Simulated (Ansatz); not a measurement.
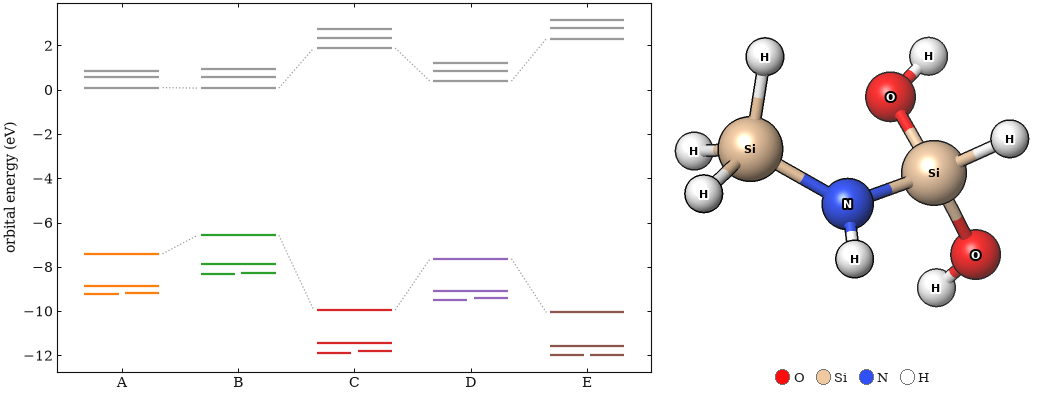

Frontier orbital energies of Si₂NH₇O₂, SMILES O[SiH](O)N[SiH3] at one geometry, def2-TZVPP, the Ansatz code 0.2.0, at a PBE0-D4/def2-TZVP geometry (no frequency check). Empty levels are grey, levels within 0.1 eV stand side by side; all columns show the same few orbitals around the gap. Dotted lines join the HOMOs and the LUMOs.

> The columns come from B3LYP, PBE0, r2SCAN, ωB97M-V and ωB97X-V. Which is which?

A: B3LYP (HOMO −7.41, LUMO 0.10, separation 7.51 eV)
B: r2SCAN (HOMO −6.58, LUMO 0.07, separation 6.65 eV)
C: ωB97M-V (HOMO −9.95, LUMO 1.88, separation 11.83 eV)
D: PBE0 (HOMO −7.64, LUMO 0.39, separation 8.03 eV)
E: ωB97X-V (HOMO −10.06, LUMO 2.30, separation 12.37 eV)

Limits of at least one run: empty levels above zero depend strongly on the basis; one conformer of a flexible molecule.
